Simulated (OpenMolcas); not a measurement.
**CH5BO2 (SMILES COBO) at 6 levels**

Wanted: a comparison of 6 runs (B3LYP/6-31G*, BLYP/cc-pVDZ, M06-L/cc-pVDZ, r2SCAN/cc-pVDZ, revPBE/cc-pVDZ) of CH5BO2. 

The calculation is run with OpenMolcas 26.06.

1 further run of the same task is left out (set aside as unsound or not needed).

**1. The system as given**

The species is CH5BO2 (9 atoms), meant as a singlet with charge 0. SMILES: `COBO`. The coordinates come from a PBE0-D4/def2-TZVP relaxation. This is one conformer, not always the lowest.

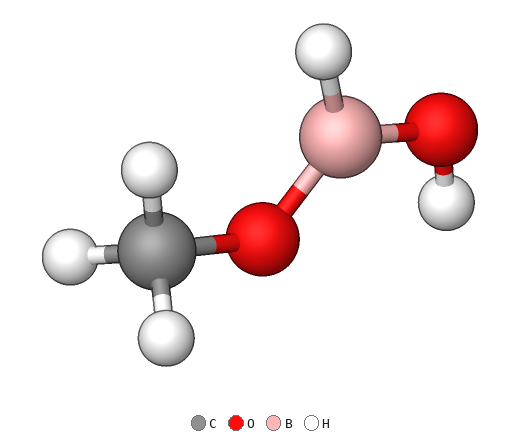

The structure, seen from a chosen angle (carbon grey, oxygen red, boron pink, hydrogen white).

**2. Energy and forces at B3LYP/6-31G(d) (spherical functions) (run 1)**

Contents of job.input:

```
>>> EXPORT MOLCAS_PRINT=2
&GATEWAY
BASLIB=$CurrDir
COORD
9
angstrom
C        0.281800       0.801900      -1.057400
O       -0.113500       0.454800       0.251000
B       -0.134900      -0.834100       0.671600
O       -0.524600      -1.118500       1.938500
H        0.568100      -0.079800      -1.637600
H        1.131400       1.486400      -1.006200
H       -0.544800       1.307500      -1.561700
H        0.183900      -1.738400      -0.047600
H       -0.758900      -0.326300       2.432200
BASIS=6-31Gs
GROUP=NoSym
&SEWARD
GRIDINPUT
Grid=UltraFine
End of Grid
&SCF
KSDFT=B3LYP
THRESHOLDS=1e-10 1e-07 1e-07 1e-05
PRORBITALS=1 2
&ALASKA
```

The basis set 6-31G* is read from a file made from the Basis Set Exchange's data (not shown).

The run is started by

```console
$ export MOLCAS_MEM=1860
$ pymolcas job.input > job.log
```

The program printed:

```text
--- Start Module: gateway ---
[...]
--- Stop Module: gateway /rc=_RC_ALL_IS_WELL_ ---
[...]
      Basis functions           66
[...]
--- Start Module: scf ---
[...]
       Convergence after  14 Iterations
[...]
::    Total KS-DFT energy                            -216.4959123943
[...]
      Total spin, S                                     0.0000000000
[...]
      Total electronic charge=   32.000000
      Total            charge=   -0.000000
[...]
      Dipole Moment (debye):
      Origin of the operator (angstrom)=   -0.1287   -0.1586    0.4645
                   X=  1.2833E-01               Y=  1.6248E+00               Z= -8.5323E-01           Total=  1.8397E+00
      Quadrupole Moment (debye*angstrom):
[...]
--- Stop Module: scf /rc=_RC_ALL_IS_WELL_ ---
[...]
--- Start Module: alaska ---
[...]
 *              Molecular gradients               *
 **************************************************
  Irreducible representation: a
 ------------------------------------------------------------------------------------------
                              X                       Y                       Z
 ------------------------------------------------------------------------------------------
  C1               -1.03872219621093E-03   -8.13430957948391E-04    3.26791143468608E-03
  O2                1.49109050380924E-03   -2.77178069489104E-03   -3.56658895228490E-03
  B3               -1.03158801647485E-03    2.44670292840699E-03    2.16886127768401E-03
  O4               -5.62657540457145E-04    9.54588951717561E-03   -8.63308216539238E-04
  H5               -6.18150058527833E-04    1.10854333465227E-03    1.56244902507963E-03
  H6               -1.77782864002074E-03   -1.56703200495256E-03    2.68932202672378E-04
  H7                1.53069530425265E-03   -1.22231805872652E-03    1.33769392242145E-03
  H8                3.84900740507343E-04    1.79924482594185E-04   -1.15742961126797E-03
[...]
--- Stop Module: alaska /rc=_RC_ALL_IS_WELL_ ---
[...]
```

It took 34 s on 1 thread of AMD EPYC 7R43 (Zen 3), shared host; peak memory 0.4 GiB.

**3. Energy and forces at B3LYP/6-31G(d) (Cartesian functions) (run 2)**

Contents of mol.input:

```
* CH5BO2 Kohn-Sham DFT
&gateway
baslib
$CurrDir
basisset
C.6-31Gs....
C1 0.281800 0.801900 -1.057400 angstrom
End of Basis
basisset
O.6-31Gs....
O2 -0.113500 0.454800 0.251000 angstrom
O4 -0.524600 -1.118500 1.938500 angstrom
End of Basis
basisset
B.6-31Gs....
B3 -0.134900 -0.834100 0.671600 angstrom
End of Basis
basisset
H.6-31Gs....
H5 0.568100 -0.079800 -1.637600 angstrom
H6 1.131400 1.486400 -1.006200 angstrom
H7 -0.544800 1.307500 -1.561700 angstrom
H8 0.183900 -1.738400 -0.047600 angstrom
H9 -0.758900 -0.326300 2.432200 angstrom
End of Basis
&seward
gridinput
Grid=UltraFine
End of Grid
&scf
ksdft
B3LYP
thresholds
1e-10 1e-07 1e-07 1e-05
prorbitals
0
&alaska
```

The basis set 6-31G* is read from a file made from the Basis Set Exchange's data (not shown).

The run is started by

```console
$ export MOLCAS_MEM=1860
$ pymolcas mol.input > mol.log
```

The program printed:

```text
--- Start Module: gateway ---
[...]
--- Stop Module: gateway /rc=_RC_ALL_IS_WELL_ ---
[...]
      Basis functions           70
[...]
--- Start Module: scf ---
[...]
       Convergence after  14 Iterations
[...]
::    Total KS-DFT energy                            -216.4993589060
[...]
      Total spin, S                                     0.0000000000
[...]
      Total electronic charge=   32.000000
      Total            charge=   -0.000000
[...]
      Dipole Moment (debye):
      Origin of the operator (angstrom)=   -0.1287   -0.1586    0.4645
                   X=  1.3193E-01               Y=  1.6222E+00               Z= -8.6345E-01           Total=  1.8424E+00
      Quadrupole Moment (debye*angstrom):
[...]
--- Stop Module: scf /rc=_RC_ALL_IS_WELL_ ---
[...]
--- Start Module: alaska ---
[...]
 *              Molecular gradients               *
 **************************************************
  Irreducible representation: a
 ------------------------------------------------------------------------------------------
                              X                       Y                       Z
 ------------------------------------------------------------------------------------------
  C1               -1.19475605283825E-03   -9.35639268259791E-04    3.78464899168662E-03
  O2                1.58809152032902E-03   -2.57146475167325E-03   -3.92424338640707E-03
  O4               -5.29280232032026E-04    9.48167109397335E-03   -9.46596399483468E-04
  B3               -9.78936285199516E-04    2.48128064576036E-03    1.99680612237652E-03
  H5               -5.94328580008741E-04    1.06668067596427E-03    1.50290596701286E-03
  H6               -1.74648680920164E-03   -1.54763938839864E-03    2.56326856494626E-04
  H7                1.50910420137329E-03   -1.20846771241290E-03    1.30884889221083E-03
  H8                3.59661346426621E-04    9.17726912699202E-05   -1.05474854031806E-03
[...]
--- Stop Module: alaska /rc=_RC_ALL_IS_WELL_ ---
[...]
```

It took 36 s on 1 thread of AMD EPYC 7R43 (Zen 3), shared host; peak memory 0.41 GiB.

Runs 3 to 4 aren't shown in full; the table further down has their settings and results.

**4. Energy and gradient at r2SCAN/cc-pVDZ (run 5)**

Contents of calc.input:

```
&GATEWAY
BasLib=$CurrDir
Coord
9
angstrom
C        0.281800       0.801900      -1.057400
O       -0.113500       0.454800       0.251000
B       -0.134900      -0.834100       0.671600
O       -0.524600      -1.118500       1.938500
H        0.568100      -0.079800      -1.637600
H        1.131400       1.486400      -1.006200
H       -0.544800       1.307500      -1.561700
H        0.183900      -1.738400      -0.047600
H       -0.758900      -0.326300       2.432200
Basis=cc-pVDZ
Group=NoSym
&SEWARD
GridInput
Grid=UltraFine
End of Grid
&SCF
KSDFT=2
1.0 MGGA_X_R2SCAN
1.0 MGGA_C_R2SCAN
Thresholds=1e-10 1e-07 1e-07 1e-05
PrOrbitals=1
&ALASKA
```

The basis set cc-pVDZ is read from a file made from the Basis Set Exchange's data (not shown).

The run is started by

```console
$ export MOLCAS_MEM=1860
$ pymolcas calc.input > calc.log
```

The program printed:

```text
--- Start Module: gateway ---
[...]
--- Stop Module: gateway /rc=_RC_ALL_IS_WELL_ ---
[...]
      Basis functions           81
[...]
--- Start Module: scf ---
[...]
       Convergence after  15 Iterations
[...]
::    Total KS-DFT energy                            -216.3903254238
[...]
      Total spin, S                                     0.0000000000
[...]
      Total electronic charge=   32.000000
      Total            charge=   -0.000000
[...]
      Dipole Moment (debye):
      Origin of the operator (angstrom)=   -0.1287   -0.1586    0.4645
                   X=  1.0211E-01               Y=  1.5845E+00               Z= -7.6233E-01           Total=  1.7613E+00
      Quadrupole Moment (debye*angstrom):
[...]
--- Stop Module: scf /rc=_RC_ALL_IS_WELL_ ---
[...]
--- Start Module: alaska ---
[...]
 *              Molecular gradients               *
 **************************************************
  Irreducible representation: a
 ------------------------------------------------------------------------------------------
                              X                       Y                       Z
 ------------------------------------------------------------------------------------------
  C1               -2.15270418763680E-04    1.17475422127011E-03    1.76277025540905E-04
  O2                2.47520058991180E-03   -6.30149192465446E-03   -5.59499986588285E-03
  B3               -5.29124723620544E-04    9.85318001074376E-04    1.05428628199622E-03
  O4               -1.27407694562542E-04    8.60547008190160E-03   -1.93628219502173E-03
  H5               -1.74680186691556E-03    4.87925074882822E-03    3.75680234306941E-03
  H6               -4.80781734757763E-03   -4.15171340574405E-03   -3.14874680304444E-05
  H7                4.58210943255288E-03   -3.15956741328982E-03    3.05605692160249E-03
  H8               -9.50147732449724E-04    4.24846167693405E-03    1.78838856370733E-03
[...]
--- Stop Module: alaska /rc=_RC_ALL_IS_WELL_ ---
[...]
```

Run time: 59 s. Hardware: 1 thread of AMD EPYC 7R43 (Zen 3), shared host; peak memory 0.45 GiB.

**5. Energy and gradient at revPBE/cc-pVDZ (run 6)**

Contents of calc.input:

```
>>> EXPORT MOLCAS_PRINT=2

&gateway
  baslib=$CurrDir
  coord
  9
  angstrom
  C        0.281800       0.801900      -1.057400
  O       -0.113500       0.454800       0.251000
  B       -0.134900      -0.834100       0.671600
  O       -0.524600      -1.118500       1.938500
  H        0.568100      -0.079800      -1.637600
  H        1.131400       1.486400      -1.006200
  H       -0.544800       1.307500      -1.561700
  H        0.183900      -1.738400      -0.047600
  H       -0.758900      -0.326300       2.432200
  basis=cc-pVDZ
  group=NoSym

&seward
  gridinput
  Grid=UltraFine
  End of Grid

&scf
  ksdft=revPBE
  thresholds=1e-10 1e-07 1e-07 1e-05
  prorbitals=0

&alaska
```

The basis set cc-pVDZ is read from a file made from the Basis Set Exchange's data (not shown).

The run is started by

```console
$ export MOLCAS_MEM=1860
$ pymolcas calc.input > calc.log
```

The program printed:

```text
--- Start Module: gateway ---
[...]
--- Stop Module: gateway /rc=_RC_ALL_IS_WELL_ ---
[...]
      Basis functions           81
[...]
--- Start Module: scf ---
[...]
       Convergence after  15 Iterations
[...]
::    Total KS-DFT energy                            -216.4338654343
[...]
      Total spin, S                                     0.0000000000
[...]
      Total electronic charge=   32.000000
      Total            charge=   -0.000000
[...]
      Dipole Moment (debye):
      Origin of the operator (angstrom)=   -0.1287   -0.1586    0.4645
                   X=  6.5697E-02               Y=  1.5666E+00               Z= -6.4597E-01           Total=  1.6958E+00
      Quadrupole Moment (debye*angstrom):
[...]
--- Stop Module: scf /rc=_RC_ALL_IS_WELL_ ---
[...]
--- Start Module: alaska ---
[...]
 *              Molecular gradients               *
 **************************************************
  Irreducible representation: a
 ------------------------------------------------------------------------------------------
                              X                       Y                       Z
 ------------------------------------------------------------------------------------------
  C1               -4.59757531853899E-04    1.08258163796426E-03    9.19860321613619E-04
  O2                3.97604543112928E-03   -1.43976453029317E-02   -7.96305182725554E-03
  B3               -2.10429730996320E-03    4.89961171855402E-03    4.79256904105130E-03
  O4                1.11135638755977E-03    1.84997447578219E-02   -8.46952597271589E-03
  H5               -3.31167494630469E-03    8.54068543268571E-03    7.30360113052697E-03
  H6               -9.21035701336015E-03   -7.82693643148313E-03    2.71259330699880E-04
  H7                8.54997872663610E-03   -5.94297367917251E-03    6.13445316647354E-03
  H8               -1.93755522419470E-03    7.92974073357167E-03    3.76493035099701E-03
[...]
--- Stop Module: alaska /rc=_RC_ALL_IS_WELL_ ---
[...]
```

Run time: 47 s. Hardware: 1 thread of AMD EPYC 7R43 (Zen 3), shared host; peak memory 0.45 GiB.

**6. All runs side by side**

| run | level | Cartesian functions | energy (Eh) | dipole moment (D) | HOMO energy (eV) | LUMO energy (eV) | wall time |
| --- | --- | --- | --- | --- | --- | --- | --- |
| 1 | B3LYP/6-31G* (spherical functions) | no | -216.495912 | 1.84 | -8.02 | 1.50 | 34 s |
| 2 | B3LYP/6-31G* (Cartesian functions) | yes | -216.499359 | 1.84 | -8.03 | 1.49 | 36 s |
| 3 | BLYP/cc-pVDZ | no | -216.436352 | 1.70 | -6.62 | 0.54 | 48 s |
| 4 | M06-L/cc-pVDZ | no | -216.481579 | 1.77 | -7.11 | 0.90 | 57 s |
| 5 | r2SCAN/cc-pVDZ | no | -216.390325 | 1.76 | -7.14 | 0.81 | 59 s |
| 6 | revPBE/cc-pVDZ | no | -216.433865 | 1.70 | -6.72 | 0.49 | 47 s |

**7. Results**

| quantity | value |
| --- | --- |
| run 6: total energy | -216.43387 Eh |
| run 6: dipole moment | 1.70 D |
| run 6: HOMO energy | -6.72 eV |
| run 6: LUMO energy | 0.49 eV |
| run 6: HOMO–LUMO gap | 7.21 eV |
| run 6: largest force on an atom | 1.048 eV/Å |

In words: The dipole moment (its size) runs from 1.70 D (revPBE/cc-pVDZ) to 1.84 D (B3LYP/6-31G*). The two ends differ in method and basis. The HOMO–LUMO gap runs from 7.15 eV (BLYP/cc-pVDZ) to 9.52 eV (B3LYP/6-31G*). Totals of different functionals can't be ranked against each other. All runs together took 4.7 min, the longest 59 s.
